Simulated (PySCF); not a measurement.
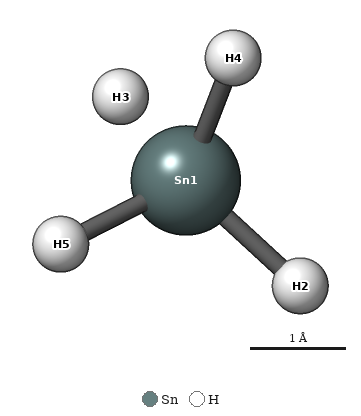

*The structure (ball-and-stick view, seen at an oblique angle; atoms are numbered from 1 in the order of the input). Sticks mark near contacts.*

Bond lengths as drawn: H–Sn 1.64 Å.

# Single-point calculation, with input and output: SnH4

SnH4, computed with BCCD(T)/STO-3G, RHF (PySCF 2.14.0).

A bond length was changed on purpose from its optimised value.

## What the program printed
```
converged SCF energy = -5965.39441712359
E(CCSD) = -5965.535172690281  E_corr = -0.1407555666898944
BCCD loop starts.

******** <class 'pyscf.cc.ccsd.CCSD'> ********
CC2 = 0
CCSD nocc = 9, nmo = 13
frozen orbitals 18
max_cycle = 50
direct = 0
conv_tol = 1e-07
conv_tol_normt = 1e-05
diis_space = 6
diis_start_cycle = 0
diis_start_energy_diff = 1e+09
Init E_corr(CCSD) = -0.1360435221327
cycle = 1  E_corr(CCSD) = -0.150725376383716  dE = -0.0146818543  norm(t1,t2) = 0.142879
cycle = 2  E_corr(CCSD) = -0.146673498875005  dE = 0.00405187751  norm(t1,t2) = 0.0321156
cycle = 3  E_corr(CCSD) = -0.147283373046994  dE = -0.000609874172  norm(t1,t2) = 0.00932167
cycle = 4  E_corr(CCSD) = -0.147141513625755  dE = 0.000141859421  norm(t1,t2) = 0.000815265
cycle = 5  E_corr(CCSD) = -0.14710560612807  dE = 3.59074977e-05  norm(t1,t2) = 0.000187636
cycle = 6  E_corr(CCSD) = -0.147093739356084  dE = 1.1866772e-05  norm(t1,t2) = 5.00003e-05
cycle = 7  E_corr(CCSD) = -0.147093568342401  dE = 1.71013683e-07  norm(t1,t2) = 1.58692e-05
cycle = 8  E_corr(CCSD) = -0.147093165407309  dE = 4.02935091e-07  norm(t1,t2) = 6.65725e-06
cycle = 9  E_corr(CCSD) = -0.147093079773055  dE = 8.56342547e-08  norm(t1,t2) = 1.2543e-06
CCSD converged
E(CCSD) = -5965.535185787336  E_corr = -0.1470930797730545
BCC iter:    0  E:   -5965.535185787336  dE:   -1.310e-05  |t1|:    4.199e-02

******** <class 'pyscf.cc.ccsd.CCSD'> ********
CC2 = 0
CCSD nocc = 9, nmo = 13
frozen orbitals 18
max_cycle = 50
direct = 0
conv_tol = 1e-07
conv_tol_normt = 1e-05
diis_space = 6
diis_start_cycle = 0
diis_start_energy_diff = 1e+09
Init E_corr(CCSD) = -0.145414182210886
cycle = 1  E_corr(CCSD) = -0.141621024053113  dE = 0.00379315816  norm(t1,t2) = 0.0500601
cycle = 2  E_corr(CCSD) = -0.143403191112504  dE = -0.00178216706  norm(t1,t2) = 0.0124742
cycle = 3  E_corr(CCSD) = -0.143336800169391  dE = 6.63909431e-05  norm(t1,t2) = 0.00339263
cycle = 4  E_corr(CCSD) = -0.143531287036154  dE = -0.000194486867  norm(t1,t2) = 0.000753591
cycle = 5  E_corr(CCSD) = -0.143538596811934  dE = -7.30977578e-06  norm(t1,t2) = 5.59017e-05
cycle = 6  E_corr(CCSD) = -0.143539075065617  dE = -4.78253683e-07  norm(t1,t2) = 1.1392e-05
cycle = 7  E_corr(CCSD) = -0.143539615140019  dE = -5.40074402e-07  norm(t1,t2) = 4.71514e-06
cycle = 8  E_corr(CCSD) = -0.143539752148528  dE = -1.37008509e-07  norm(t1,t2) = 1.74596e-06
cycle = 9  E_corr(CCSD) = -0.143539811966912  dE = -5.98183847e-08  norm(t1,t2) = 4.84112e-07
CCSD converged
E(CCSD) = -5965.53519036625  E_corr = -0.1435398119669124
BCC iter:    1  E:   -5965.535190366250  dE:   -4.579e-06  |t1|:    2.283e-04

******** <class 'pyscf.cc.ccsd.CCSD'> ********
CC2 = 0
CCSD nocc = 9, nmo = 13
frozen orbitals 18
max_cycle = 50
direct = 0
conv_tol = 1e-07
conv_tol_normt = 1e-05
diis_space = 6
diis_start_cycle = 0
diis_start_energy_diff = 1e+09
Init E_corr(CCSD) = -0.143539218449158
cycle = 1  E_corr(CCSD) = -0.143547520109884  dE = -8.30166073e-06  norm(t1,t2) = 0.000219605
cycle = 2  E_corr(CCSD) = -0.143542608401798  dE = 4.91170809e-06  norm(t1,t2) = 5.02552e-05
cycle = 3  E_corr(CCSD) = -0.14354327983239  dE = -6.71430592e-07  norm(t1,t2) = 1.45721e-05
cycle = 4  E_corr(CCSD) = -0.143543055239497  dE = 2.24592892e-07  norm(t1,t2) = 4.7672e-06
cycle = 5  E_corr(CCSD) = -0.143543069146545  dE = -1.3907048e-08  norm(t1,t2) = 8.84702e-07
CCSD converged
E(CCSD) = -5965.535190435257  E_corr = -0.1435430691465454
BCC iter:    2  E:   -5965.535190435257  dE:   -6.901e-08  |t1|:    1.032e-05

******** <class 'pyscf.cc.ccsd.CCSD'> ********
CC2 = 0
CCSD nocc = 9, nmo = 13
frozen orbitals 18
max_cycle = 50
direct = 0
conv_tol = 1e-07
conv_tol_normt = 1e-05
diis_space = 6
diis_start_cycle = 0
diis_start_energy_diff = 1e+09
Init E_corr(CCSD) = -0.143543161842185
cycle = 1  E_corr(CCSD) = -0.143543200002504  dE = -3.81603192e-08  norm(t1,t2) = 8.49502e-06
CCSD converged
E(CCSD) = -5965.535190418501  E_corr = -0.1435432000025042
BCC iter:    3  E:   -5965.535190418501  dE:    1.676e-08  |t1|:    2.006e-06
CCSD(T) correction = -0.00167003516993393
Final energy -5965.536860453671
```

The run was set up as follows.

## Input (job.py)
```python
from pyscf import gto, cc
from pyscf.cc.bccd import bccd_kernel_

molecule = gto.Mole()
molecule.atom = '''
Sn      -1.234371      -0.009022       0.443045
H       -1.221391      -0.027262       2.081745
H        1.540690       0.010760      -0.554870
H       -2.013121       1.333288      -0.083615
H       -2.005331      -1.342932      -0.112215
'''
molecule.basis = 'sto-3g'
molecule.verbose = 3
molecule.max_memory = 1860
molecule.build()

mf = molecule.RHF()
mf.conv_tol = 1e-10
mf.kernel()
if not mf.converged:
    mf = mf.newton().run(mf.mo_coeff, mf.mo_occ)

mycc = cc.CCSD(mf, frozen=18).run()
mycc = bccd_kernel_(mycc, diis=True)
e_t = mycc.ccsd_t()
e_final = mycc.e_tot + e_t
print('Final energy', e_final)
```

Run as:
```bash
OMP_NUM_THREADS=1 python job.py
```

## Results in brief

```csv
quantity,value
outcome,converged
total energy,−5965.536860 hartree
SCF energy,−5965.394417 hartree
correlation energy,−0.142443 hartree
(T) correction,−0.001670 hartree
basis functions,31
hardware,"1 thread of Arm Neoverse V1, 24 GiB of memory available, shared host"
wall time,1.2 s
peak memory,0.12 GiB
```

The record of the run, not the program, notes: no relativistic term for heavy atoms.
